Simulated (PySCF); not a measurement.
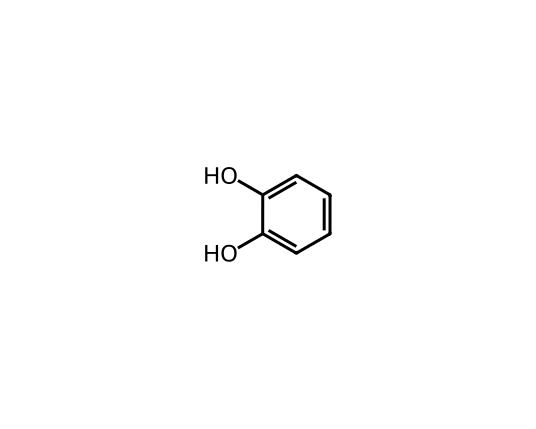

A structural formula.

Question: Transcribe the drawing into SMILES.

Answer: Oc1ccccc1O

Question: Give the formula, hydrogens included.

Answer: C6H6O2.

Question: An optimisation with PBE0-D3(BJ)/def2-SVP gave a structure of which point group?

Answer: Cs.

More results for the same structure follow; atom numbers are the same in all pictures, views and colours differ. Computed geometry: PBE0-D3(BJ)/def2-SVP optimisation. No frequency run is at hand to confirm it as a minimum.

### Shape

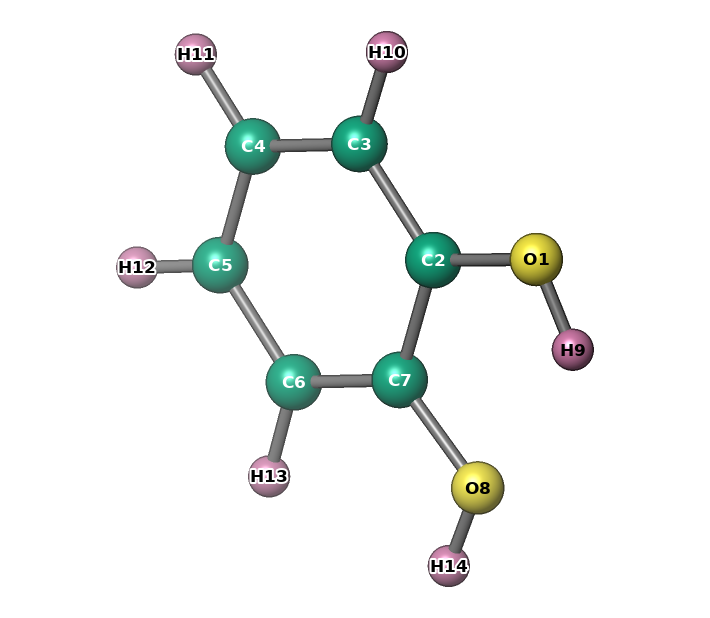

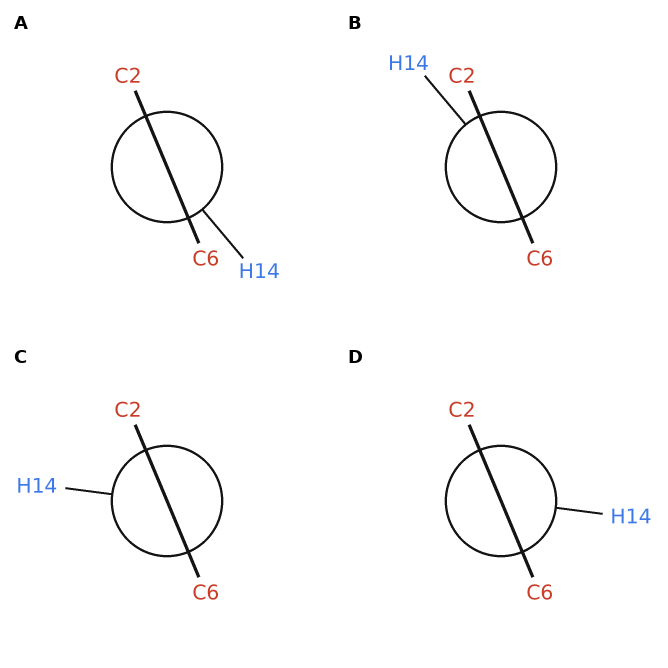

Depth is shown by fading: the farther an atom, the more it takes the colour of the background. Bonds that would overlap in a projection are set slightly apart. No frequency run is at hand to confirm it as a minimum.

Question: Which Newman projection shows the view along C7–O8, with C7 in front?

Answer: A. The torsion angle C2–C7–O8–H14 is 180°, antiperiplanar (anti).

### Electronic properties

No frequency run is at hand to confirm it as a minimum. Method: B3LYP/def2-SVPD in water (IEF-PCM) (PySCF 2.14.0). Excitations: vertical, linear response.

Question: Estimate the dipole moment.

Answer: 3.43 D.

Question: Give the brightest of the 6 lowest singlets at this level.

Answer: 6.41 eV.

Question: What is the HOMO energy (Kohn–Sham orbital)?

Answer: −6.09 eV.

Question: Give the lowest vertical singlet excitation at this level.

Answer: 4.95 eV.

### NMR shielding

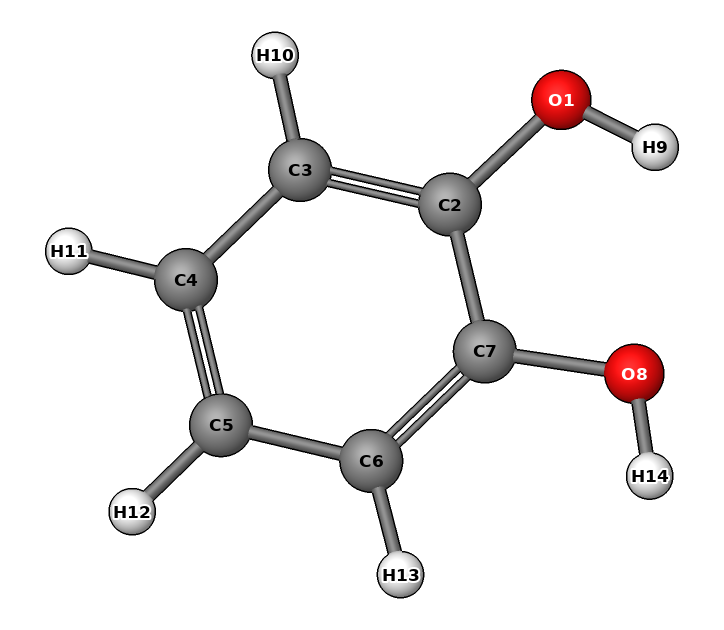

The questions are on isotropic NMR shieldings of the H atoms. No frequency run is at hand to confirm it as a minimum. Level of theory: GIAO PBE0/pcSseg-1 NMR shielding, non-relativistic, IEF-PCM water (PySCF 2.14.0).

List the isotropic NMR shieldings of the H atoms.

| atom | σ (ppm) |
| --- | --- |
| H9 | 25.60 |
| H10 | 24.13 |
| H11 | 24.14 |
| H12 | 24.24 |
| H13 | 24.13 |
| H14 | 26.36 |

### Ring current

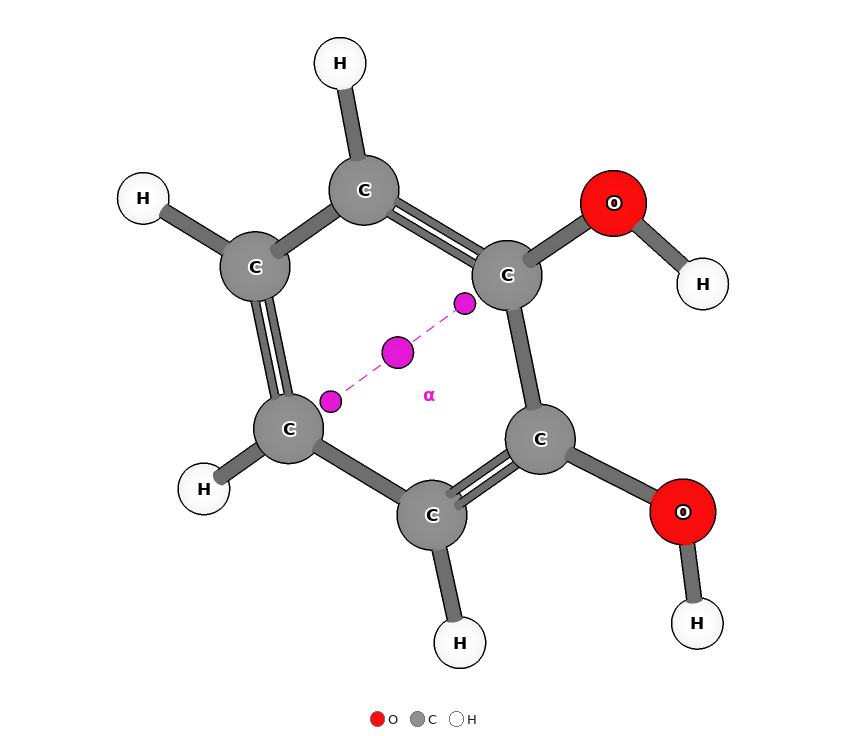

The small points mark where nucleus-independent chemical shifts (NICS) were computed: at the centre of each lettered ring and 1 Å above and below it. No frequency run is at hand to confirm it as a minimum. Level of theory: GIAO PBE0/pcSseg-1 NMR shielding, non-relativistic, IEF-PCM water (PySCF 2.14.0).

Give NICS(0), NICS(1) and the out-of-plane component NICS(1)zz for each ring (means of the two sides).

```tsv
ring	members	NICS(0)	NICS(1)	NICS(1)zz
α	C6	−10.2	−10.9	−25.8
```

Values in ppm.

Question: What do the values say about the ring currents?

Answer: Ring α: diatropic, as in an aromatic ring. NICS is one index among several.

### Polarisability

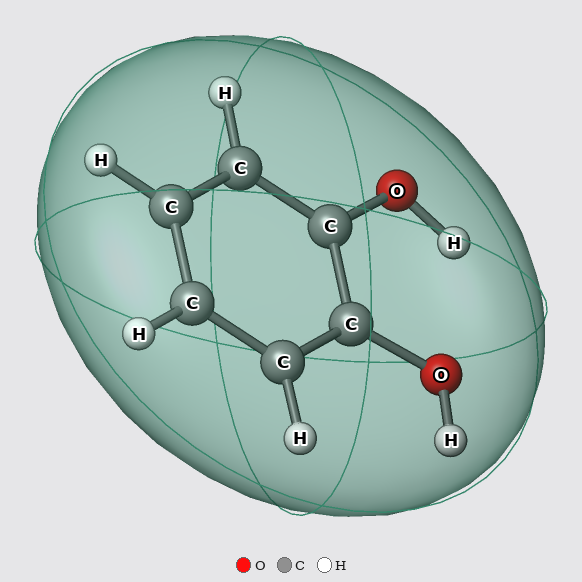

The ellipsoid shows the static dipole polarisability: its half-axes are proportional to the principal values. No frequency run is at hand to confirm it as a minimum. Computed with B3LYP/def2-SVPD (PySCF 2.14.0).

Question: Give the principal values, the mean and the anisotropy.

Answer: Principal values 46.8, 90.4, 98.5 bohr³; mean 78.6 bohr³ (11.64 Å³); anisotropy 48.1 bohr³, so the longest axis is 2.10 times the shortest.
